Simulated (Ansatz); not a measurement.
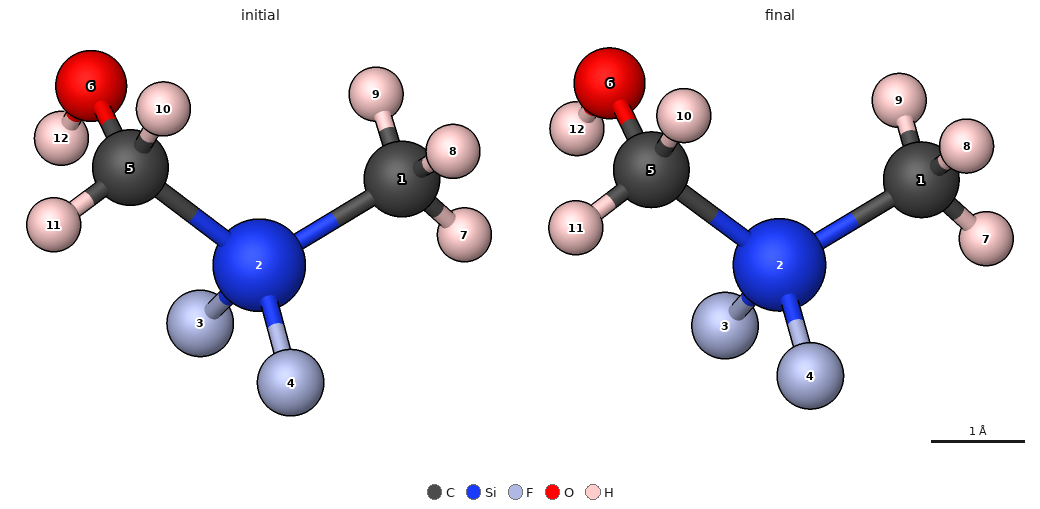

The structure of C2H6F2OSi before (left) and after (right) a relaxation, at one scale.

Style: ball-and-stick. Shown at a tilt.

The start comes from PBE-D4/def2-SVP.

Method: Ansatz, RKS PBE0-D4/def2-TZVP. Settings: force threshold 0.005 eV/Å; at most 150 steps.

### Summarise the run.

The atom that moves furthest after the best rigid fit is H12 (0.12 Å). Largest moves by element: H 0.12 Å, F 0.07 Å, O 0.07 Å, C 0.03 Å, Si 0.02 Å. Near-neighbour distances that change, for instance: Si2–F3 1.645 → 1.600 Å, Si2–F4 1.637 → 1.594 Å, C5–H11 1.118 → 1.099 Å, C1–Si2 1.857 → 1.840 Å. Among the angles between lasting bonds that change: Si2–C5–O6 107.3° → 109.8°, F4–Si2–C5 111.8° → 109.7°. Over 7 accepted moves (8 points after the start) the energy falls by 2.50 kcal/mol. Largest force component: 1.2 eV/Å at the start, 0.0045 eV/Å at the end. The line search rejected the trial step at point 5 of the run. The run took of the order of 80 core-seconds on a shared host.
